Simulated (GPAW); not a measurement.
# Mn pairs in GaAs: coupling against distance with U = 4 eV on Mn d

Two Mn atoms replace host atoms of GaAs on its cation sites. How does their coupling change with their distance?

Main program and level: GPAW 26.7.0; PBE with U = 4 eV on Mn d; plane waves with GPAW's PAW setups, scalar-relativistic.

## 1. Set-up

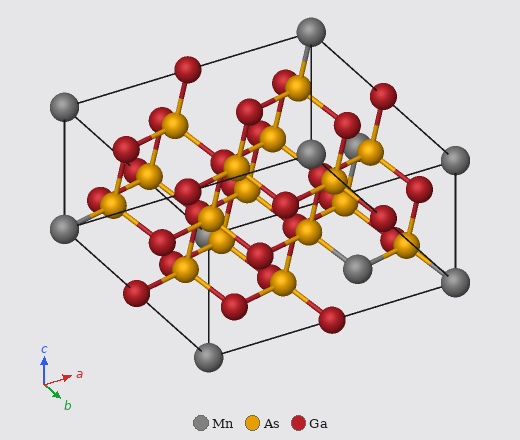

The starting structure, seen from a free direction (manganese grey, arsenic orange, gallium red). Bonds to atoms that aren't drawn are left out. Some periodic images of atoms are drawn too.

This is the first member shown.

## 2. The first member

This run shows input and output; the others differ as the table says.

order1.py

```python
import json
import numpy as np
from ase import Atoms
from ase.parallel import paropen, parprint
from gpaw import GPAW

atoms = Atoms(['Mn', 'As', 'Ga', 'As', 'Ga', 'As', 'Ga', 'As', 'Ga', 'As', 'Ga', 'As', 'Ga', 'As', 'Ga', 'As', 'Ga', 'As', 'Ga', 'As', 'Ga', 'As', 'Ga', 'As', 'Ga', 'As', 'Ga', 'As', 'Ga', 'As', 'Mn', 'As'],
    cell=[[11.306, 0.0, 0.0],
         [0.0, 11.306, 0.0],
         [0.0, 0.0, 5.653]],
    scaled_positions=[[0.0, 0.0, 0.0],
         [0.125, 0.125, 0.25],
         [0.0, 0.25, 0.5],
         [0.125, 0.375, 0.75],
         [0.25, 0.0, 0.5],
         [0.375, 0.125, 0.75],
         [0.25, 0.25, 0.0],
         [0.375, 0.375, 0.25],
         [0.0, 0.5, 0.0],
         [0.125, 0.625, 0.25],
         [0.0, 0.75, 0.5],
         [0.125, 0.875, 0.75],
         [0.25, 0.5, 0.5],
         [0.375, 0.625, 0.75],
         [0.25, 0.75, 0.0],
         [0.375, 0.875, 0.25],
         [0.5, 0.0, 0.0],
         [0.625, 0.125, 0.25],
         [0.5, 0.25, 0.5],
         [0.625, 0.375, 0.75],
         [0.75, 0.0, 0.5],
         [0.875, 0.125, 0.75],
         [0.75, 0.25, 0.0],
         [0.875, 0.375, 0.25],
         [0.5, 0.5, 0.0],
         [0.625, 0.625, 0.25],
         [0.5, 0.75, 0.5],
         [0.625, 0.875, 0.75],
         [0.75, 0.5, 0.5],
         [0.875, 0.625, 0.75],
         [0.75, 0.75, 0.0],
         [0.875, 0.875, 0.25]],
    pbc=True,
    magmoms=[4.5, 0.0, 0.0, 0.0, 0.0, 0.0, 0.0, 0.0, 0.0, 0.0, 0.0, 0.0, 0.0, 0.0, 0.0, 0.0, 0.0, 0.0, 0.0, 0.0, 0.0, 0.0, 0.0, 0.0, 0.0, 0.0, 0.0, 0.0, 0.0, 0.0, 4.5, 0.0])
atoms.calc = GPAW(mode={'name': 'pw', 'ecut': 450},
    xc='PBE',
    kpts={'size': (3, 3, 5), 'gamma': True},
    occupations={'name': 'fermi-dirac', 'width': 0.05},
    convergence={'density': 1e-05, 'energy': 1e-05},
    maxiter=200,
    mixer={'name': 'pulay', 'beta': 0.05, 'nmaxold': 6, 'weight': 50},
    setups={'Mn': ':d,4.0'},
    symmetry={'tolerance': 1e-4},
    txt='order1.txt')
e = atoms.get_potential_energy(force_consistent=True)
res = {'free_energy': e, 'energy_sigma0': atoms.get_potential_energy(), 'fermi_energy': atoms.calc.get_fermi_level()}
res['moments'] = atoms.get_magnetic_moments().tolist()
res['total'] = atoms.get_magnetic_moment()
parprint('site moments (muB):', np.round(res['moments'], 3))
parprint(f"total moment: {res['total']:.3f} muB")
parprint(f'free energy: {e:.6f} eV')
atoms.calc.write('order1.gpw')
with paropen('results.json', 'w') as f:
    json.dump(res, f)
```

Command:

```
OMP_NUM_THREADS=1 mpirun -n 4 gpaw python order1.py > order1.log
```

Numbers of over 12 decimals in the logs are rounded to 6 here.

Log:

```text
site moments (muB): [ 4.226e+00 -7.100e-02  6.000e-03 -1.600e-02  6.000e-03 -1.600e-02
  1.000e-03 -2.100e-02  4.000e-03 -1.400e-02  1.700e-02 -5.700e-02
 -1.000e-03 -1.600e-02  4.000e-03 -1.600e-02  4.000e-03 -1.400e-02
 -1.000e-03 -1.600e-02  1.700e-02 -5.700e-02  4.000e-03 -1.600e-02
  1.000e-03 -7.100e-02  6.000e-03 -5.700e-02  6.000e-03 -5.700e-02
  4.226e+00 -1.390e-01]
total moment: 8.128 muB
free energy: -140.272768 eV

--- order1.txt ---
Input parameters:
  mode=PW(ecut=450),
  convergence={'density': 1e-05, 'energy': 1e-05},
  kpts=MonkhorstPack(size=(3, 3, 5), gamma=True),
  maxiter=200,
  mixer=Pulay(name='pulay', nmaxold=6, beta=0.05, weight=50, sigma=0.015, g_ss=None),
  occupations=Occupations(name='fermi-dirac', width=0.05),
  setups={'Mn': ':d,4.0'},
  symmetry=Symmetry(tolerance=0.0001),
  xc=XC(name='PBE')

Diagonalizing LCAO Hamiltonian
Converting LCAO to pw mode
        .---------------------------.
       /|                           |
      / |                           |
     /  |  As            As         |
    /   |       As            As    |
   /  Ga|           Ga              |
  /    As         As As         As  |
 *      .--Ga-------------Ga--------.
 |     / As As         As As       /
 | Ga /      Ga  Ga        Mn     /
 |   Ga Ga    As   Ga Ga    As   /
 |  /As            As           /
 | /      Ga            Ga     /
 |/                           /
 Mn------------Ga------------*

Atoms  # Å, Bohr magnetons
|    | symbol |        x |        y |        z |    initial magnetic moments |
|----|--------|----------|----------|----------|-----------------------------|
[...]
Zero:              0.444751
  External:          0.000000
  Xc:             -193.591283
  Entropy:          -0.042139
  Spinorbit:         0.000000
  ----------------------------
  Free energy:    -140.272768
  Extrapolated:   -140.251698

dipole moment: (-111.972290, -111.972290, -111.852228)  # |e|*Ang

Total magnetic moment: (0.000000, 0.000000, 8.128258)

Local magnetic moments
|        x |        y |         z |
|----------|----------|-----------|
| 0.000000 | 0.000000 |  4.226409 |  # Mn   0
| 0.000000 | 0.000000 | -0.071206 |  # As   1
| 0.000000 | 0.000000 |  0.006433 |  # Ga   2
| 0.000000 | 0.000000 | -0.016203 |  # As   3
| 0.000000 | 0.000000 |  0.006433 |  # Ga   4
[...]
| 0.000000 | 0.000000 |  0.006433 |  # Ga  28
| 0.000000 | 0.000000 | -0.057295 |  # As  29
| 0.000000 | 0.000000 |  4.226409 |  # Mn  30
| 0.000000 | 0.000000 | -0.138741 |  # As  31

Fermi level: 4.651
Eigenvalues  # (at kpt = [0.000, 0.000, 0.000])
| band index |      eig [eV] | occ [0-1] |      eig [eV] | occ [0-1] |
|------------|---------------|-----------|---------------|-----------|
|          0 |       -76.529 |     1.000 |       -71.814 |     1.000 |
|        ... |               |           |               |           |
|         67 |         3.263 |     1.000 |         3.724 |     1.000 |
|         68 |         3.263 |     1.000 |         3.756 |     1.000 |
|         69 |         3.326 |     1.000 |         4.612 |     0.687 |
|         70 |         3.398 |     1.000 |         4.639 |     0.557 |
[...]
|         80 |         5.297 |     0.000 |         6.873 |     0.000 |
|         81 |         5.430 |     0.000 |         7.023 |     0.000 |
|         82 |         5.757 |     0.000 |         7.157 |     0.000 |
|        ... |               |           |               |           |
|        100 |         8.644 |     0.000 |         8.925 |     0.000 |

No gap
No difference between direct/indirect transitions

[key lines of the parts left out:]
Converged in 31 steps
```

Elapsed: 7.7 min, on 4 MPI ranks of AMD EPYC 9B14 (Zen 4), shared host; peak memory 2.7 GiB; 31 min of CPU time.

After 31 cycles the largest moment stands at 4.23 μB.

## 3. The series

All use a 3×3×5 mesh. Each member is run with parallel and with opposed moments. For E = −J e1·e2 with unit vectors, counted once a pair, J = (E_opposed − E_parallel) / 2n, n being the images of the partner at that distance, since the cell repeats. Farther images are folded into J, and in so small a cell they can weigh as much as the nearest, so J is an effective number of this cell and no pair coupling.

```tsv
distance (Å)	atoms, n	parallel (eV)	opposed (eV)	opposed less parallel (meV)	J (meV)	mean moment, parallel (μB)	mean moment, opposed (μB)	net moment, parallel (μB a cell)
4.00	32, 1	-140.2728	-140.0808	+191.99	+96.00	4.23	4.26	8.13
5.65	32, 2	-140.2307	-140.0846	+146.09	+36.52	4.22	4.26	8.07
6.92	32, 4	-140.2177	-140.1247	+92.93	+11.62	4.24	4.26	8.20
7.99	32, 4	-140.2270	-140.0882	+138.89	+17.36	4.23	4.27	8.15
```

```
distance (Å) 6.92: J = +92.93 / (2 × 4) = +11.62 meV
```

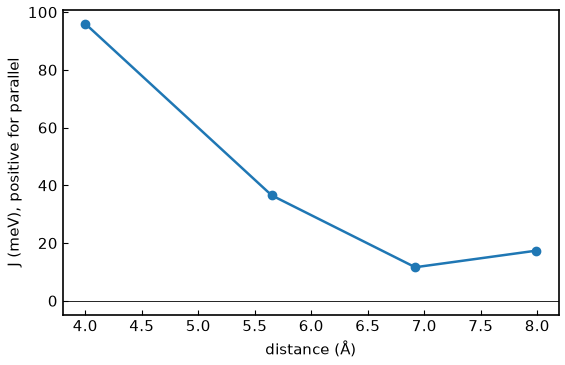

Coupling along the series.

## 4. Results

```json
{
  "strongest coupling": "+96.00 meV at distance (Å) 4.00",
  "parallel lower at": "4.00, 5.65, 6.92, 7.99",
  "opposed lower at": "no member"
}
```

What this shows: Parallel moments are lower wherever the coupling is resolved; it is strongest at distance (Å) 4.00, +96.00 meV, and stands at +17.36 meV for the last member. Differences under about 1 meV are not resolved, and mesh and smearing were not tested in this series. The atoms were not relaxed, which can shift moments and couplings. The cells are small and neutral, with no compensating defects, so carriers and concentrations exceed those of most samples. Trends hold for the rows shown; the series may have further members. Spin–orbit coupling is left out.

[Logs and program files are shortened in this print: banners, set-up blocks, solver, clock and traceback lines can be left out without a mark of their own.]

[Logs are printed without paths, hosts, clocks, repeated set-up lines and the standing remarks that a program may print on its own settings, such as how far it seeks lower states.]

[Hosts, paths, dates, database ids (printed as entryN), source tags and the programs' standing remarks are cut or masked in the printed files.]

[Where a cell is said to come from a database of computed structures, the database is the Materials Project.]
